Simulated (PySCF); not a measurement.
# C₅H₁₈Si₃: what the fields show

Input

```
{"job": {"kind": "nmr", "xc": "PBE0", "basis": "pcSseg-1"}, "charge": 0, "multiplicity": 1}
C      4.556268    -0.637675     0.021588
C      3.120785    -0.930611     0.440028
C      2.148565     0.138924    -0.054721
C      0.708114    -0.161702     0.342255
Si    -0.534482     1.163323    -0.228973
Si    -2.686260     0.467562     0.323787
C     -3.918691     1.831129    -0.191080
Si    -3.382532    -1.551940    -0.595805
H      4.881282     0.320711     0.420830
H      5.228333    -1.408928     0.391477
H      4.637014    -0.600388    -1.062818
H      3.065490    -0.988432     1.530183
H      2.817761    -1.902439     0.041785
H      2.444639     1.108326     0.353265
H      2.216772     0.209370    -1.142727
H      0.422246    -1.131451    -0.072338
H      0.656440    -0.268745     1.428109
H     -0.103552     2.443933     0.356870
H     -0.353731     1.332821    -1.681264
H     -2.822207     0.385978     1.797582
H     -3.915273     1.976796    -1.267765
H     -3.671813     2.784525     0.266693
H     -4.935236     1.583308     0.101132
H     -2.470907    -2.644700    -0.242590
H     -3.411061    -1.504657    -2.061644
H     -4.719009    -1.992423    -0.183884
```

Command:

```sh
OMP_NUM_THREADS=1 python probes_run.py task.json out
```

Geometry: GFN2-xTB.

These are results of PBE0/pcSseg-1, SCF density, gas phase, non-relativistic (PySCF 2.14.0), not measurements.

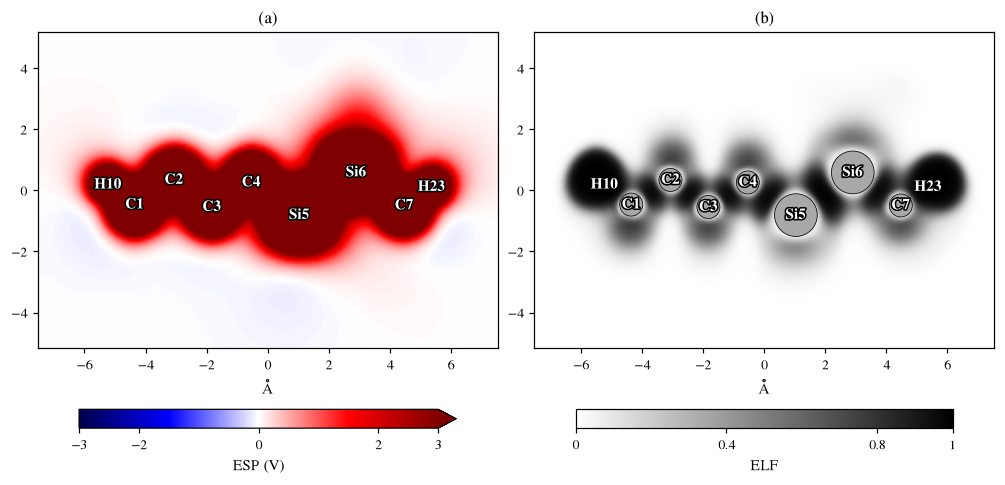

Figure 1. (a) electrostatic potential; (b) electron localisation function on the plane of atoms Si5, Si6 and C7. Grey discs cover the atomic cores in the ELF map.

**What does the map show?**

The plane passes through C, Si and H nuclei.
C–C (1.52 Å): the ELF peaks at about 0.95 between the atoms (a shared electron pair).
C–Si (1.90 Å): the ELF peaks at about 0.95 between the atoms (localised, covalent bonding).
Si–Si (2.33 Å): the ELF peaks at about 1 between the atoms; a shared electron pair.
C–H (1.09 Å): the ELF climbs to about 1 towards the hydrogen, as it does in any bond to H (an ordinary covalent bond to hydrogen).
The potential has no marked negative region in this plane.

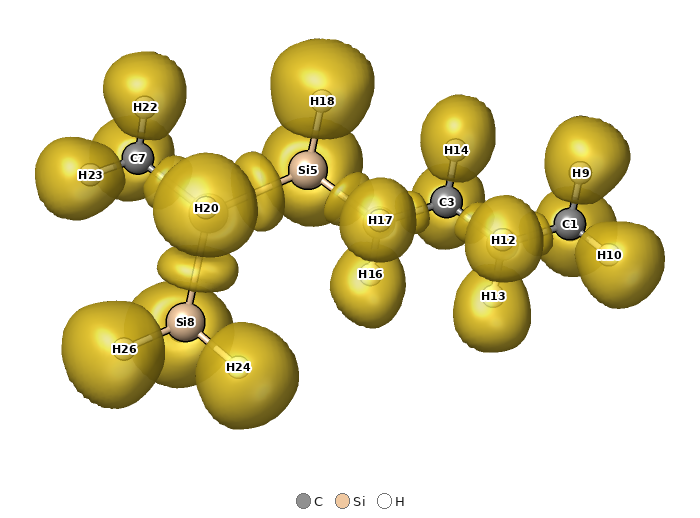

Figure 2. Isosurface of the electron localisation function at 0.8 (yellow), seen across its widest extent. Only the valence region is drawn (cores and ρ < 0.01 e/Å³ removed).

**Describe the localisation domains.**

The surface consists of three regions between bonded C–C atoms (shared pairs), two regions between bonded C–Si atoms (shared pairs), two regions between bonded Si–Si atoms (shared pairs) and 18 regions around hydrogen nuclei.

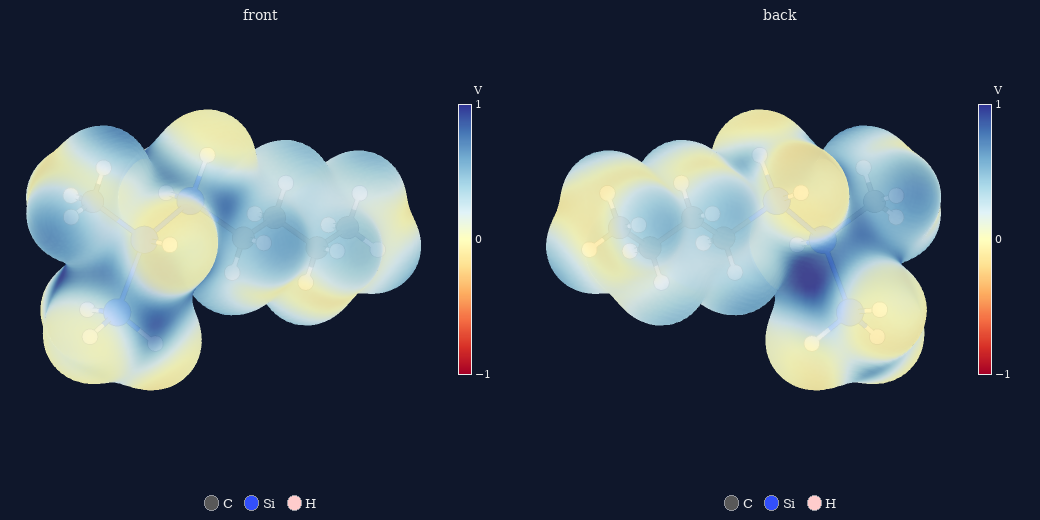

Figure 3. The molecular electrostatic potential painted on the density surface at 0.002 e/bohr³, seen from the front and from behind; the colour scale runs from red (negative) to blue (positive).

**Where is the surface potential most negative and most positive?**

The most negative region (about −0.1 V) lies over the C and H atoms, the most positive (about +0.9 V) over Si5 and Si8.
